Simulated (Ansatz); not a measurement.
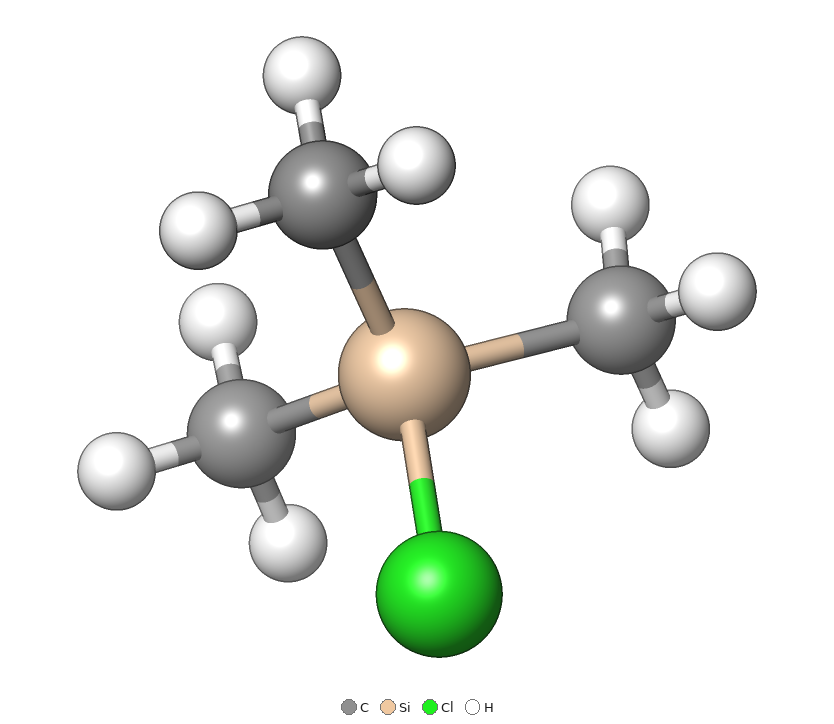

Ball-and-stick drawing of a structure.

What is the molecular formula?

Answer. C₃H₉ClSi, 14 atoms: 3 carbon, 9 hydrogen, 1 chlorine and 1 silicon.

How many sets of symmetry-equivalent atoms are there?

Answer. 5: 3 C, 1 Si, 1 Cl, 6 H, 3 H.

Count the bonded pairs by element.

Answer. 9 C–H, 3 C–Si, 1 Cl–Si.

What is its SMILES?

Answer. C[Si](C)(C)Cl

Which point group does it belong to?

Answer. C3v.

The parts below concern this one geometry. Atoms keep their numbers from picture to picture. The computed structure is the end point of a PBE0-D4/def2-TZVP optimisation.

**Shape**

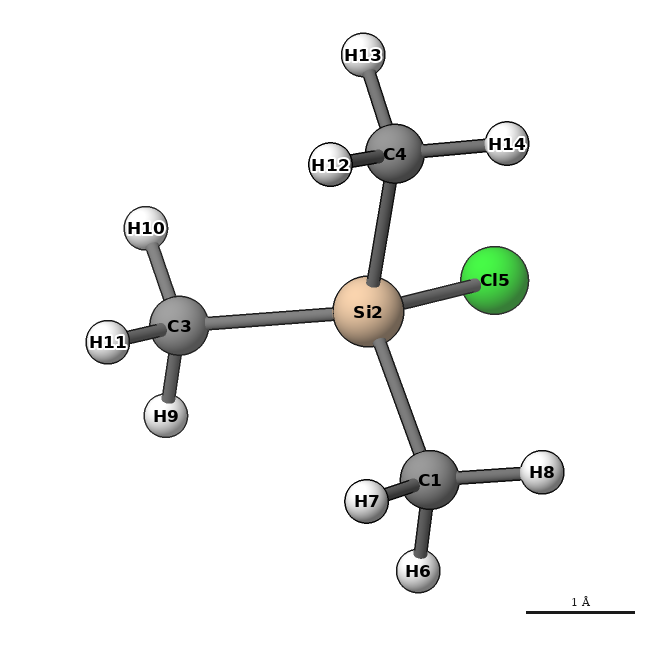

Atoms carry their numbers in the input.

Give the bond lengths.

```csv
bond,length (Å),order
C1–Si2,1.862,single
C1–H6,1.092,single
C1–H7,1.094,single
C1–H8,1.092,single
Si2–C3,1.862,single
Si2–C4,1.862,single
Si2–Cl5,2.079,single
C3–H9,1.092,single
C3–H10,1.092,single
C3–H11,1.094,single
C4–H12,1.094,single
C4–H13,1.092,single
C4–H14,1.092,single
```

**Electronic properties**

Level of theory: RKS BHLYP-D4/def2-TZVPP (Ansatz 0.2.0).

What does the calculation give?

- HOMO energy (Kohn–Sham orbital): −9.58 eV
- LUMO energy (Kohn–Sham orbital): 1.45 eV
- HOMO–LUMO gap: 11.03 eV
- dispersion correction: −39.4 kJ/mol

**Thermal motion**

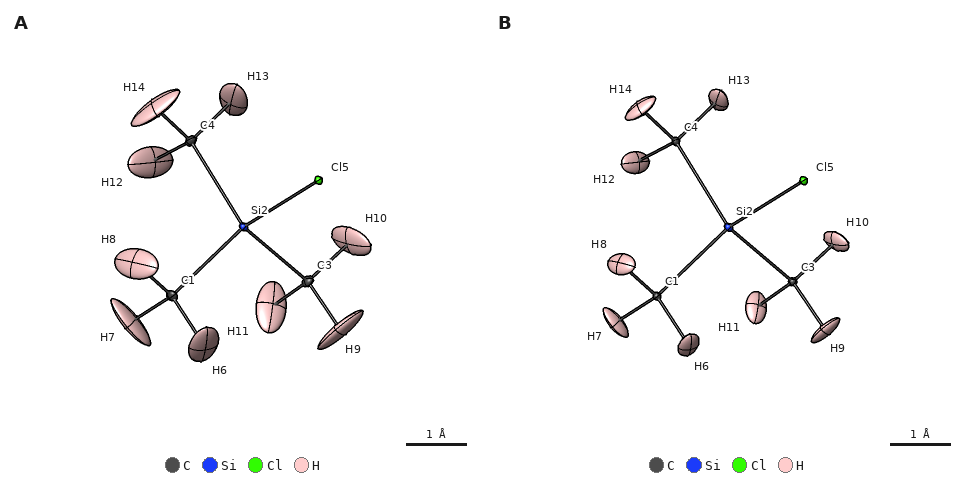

Displacement ellipsoids at the 50 % level, scaled by 0.7, from the internal vibrations of the free molecule (harmonic, no overall translation or rotation; no half-axis is drawn under 0.075 Å). Vibrations computed with RKS PBE0-D4/def2-TZVP (Ansatz 0.2.0). One panel is for 200 K, the other for 600 K.

Which panel is for 600 K?

Answer. A.

How much does the mean-square displacement of H11 grow, and why?

Answer. U_eq goes from 0.0405 to 0.0955 Å², a factor of 2.4. Modes below kT (417 cm⁻¹ at 600 K) grow about in proportion to T, and the lowest lies at 146 cm⁻¹; the mean-square amplitude of a mode is its zero-point value times coth(ħω/2kT), which comes close to 1 only above about 3kT.

**Charges**

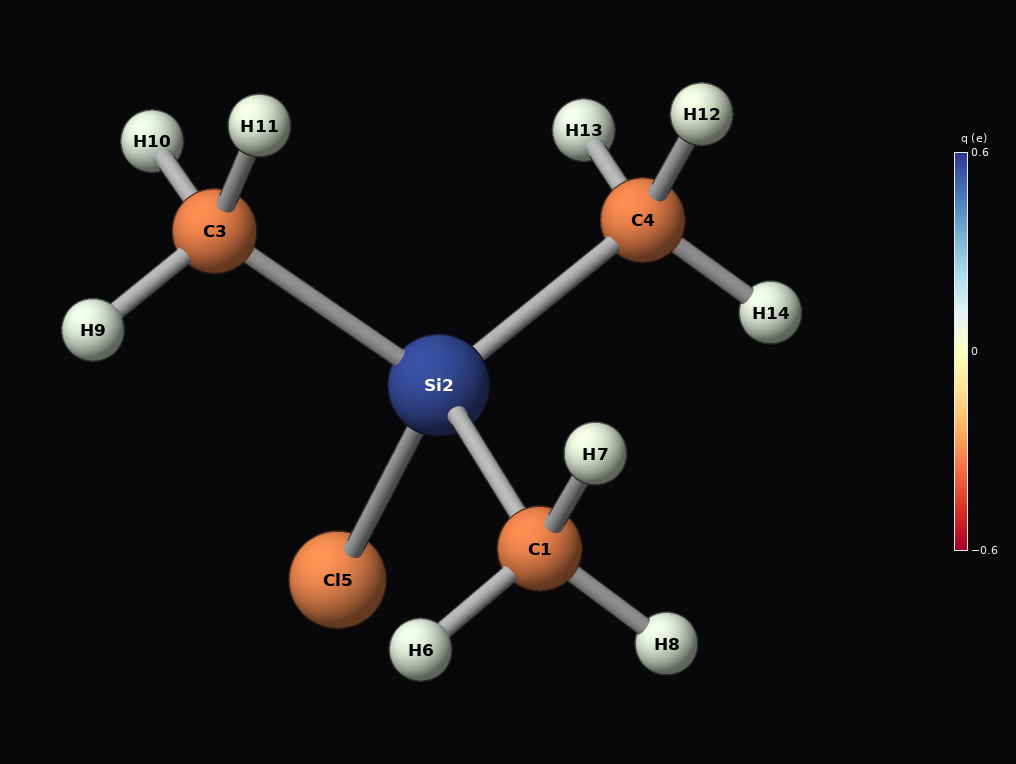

Atoms are coloured by their Mulliken charges. Properties computed with RKS r2SCAN-D4/def2-TZVPP (Ansatz 0.2.0).

List the Mulliken charges.

| atom | value (e) |
| --- | --- |
| C1 | −0.31 |
| Si2 | 0.55 |
| C3 | −0.31 |
| C4 | −0.31 |
| Cl5 | −0.30 |
| H6 | 0.08 |
| H7 | 0.07 |
| H8 | 0.08 |
| H9 | 0.08 |
| H10 | 0.08 |
| H11 | 0.07 |
| H12 | 0.07 |
| H13 | 0.08 |
| H14 | 0.08 |

Mulliken values depend strongly on the basis set and can even reverse the polarity of a bond.
